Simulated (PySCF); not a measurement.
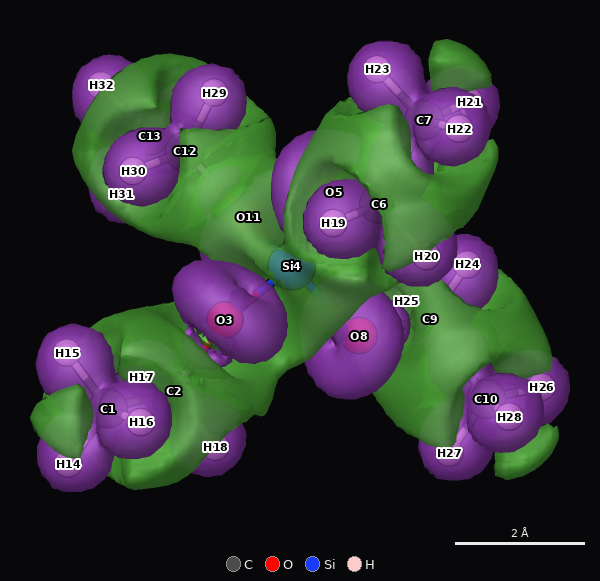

*C8H20O4Si, SMILES `CCO[Si](OCC)(OCC)OCC`. Deformation density (molecule less spherical, spin-averaged free atoms at the same positions), surfaces at ±0.04 e/Å³; purple: gain, green: loss.*

PySCF calculation, M06-2X/6-31G*, gas phase; geometry: GFN2-xTB. No frequency check shows the geometry to be a minimum.

Question: How much density has each bond gained at its critical point, relative to the free atoms?

Answer: The five largest and four smallest: C6–H19: +0.70 e/Å³ at the bond critical point (bond length 1.09 Å, Mayer order 0.9). C12–H29: +0.70 e/Å³ at the bond critical point (bond length 1.09 Å, Mayer order 0.9). C2–H18: +0.70 e/Å³ at the bond critical point (bond length 1.09 Å, Mayer order 0.9). C9–H25: +0.70 e/Å³ at the bond critical point (bond length 1.09 Å, Mayer order 0.9). C9–H24: +0.69 e/Å³ at the bond critical point (bond length 1.10 Å, Mayer order 0.9). O5–C6: +0.01 e/Å³ at the bond critical point (bond length 1.41 Å, Mayer order 0.9); up to 0.6 Å beside the axis the gain reaches +0.24 e/Å³. O11–C12: +0.01 e/Å³ at the bond critical point (bond length 1.41 Å, Mayer order 0.9); up to 0.6 Å beside the axis the gain reaches +0.24 e/Å³. O8–C9: +0.01 e/Å³ at the bond critical point (bond length 1.41 Å, Mayer order 0.9); up to 0.6 Å beside the axis the gain reaches +0.24 e/Å³. C2–O3: +0.01 e/Å³ at the bond critical point (bond length 1.41 Å, Mayer order 0.9); up to 0.6 Å beside the axis the gain reaches +0.24 e/Å³. In all, 7.0 electrons gather in the regions of gain relative to the promolecule. A small or negative value marks a very polar bond, one between electron-rich atoms, whose free-atom densities already overlap strongly, a long bond to a heavier atom, or a closed-shell contact such as a hydrogen bond.

Question: Where do the Hirshfeld charges lie?

Answer: The highest Hirshfeld charge is on Si4 (+0.52 e), the lowest on O3, O5, O8 and O11 (−0.25 e).

Cost of the run: 58 s on 1 thread of AMD EPYC 9R45 96-Core Processor (Zen 5) (shared host), peak memory 1.1 GiB.
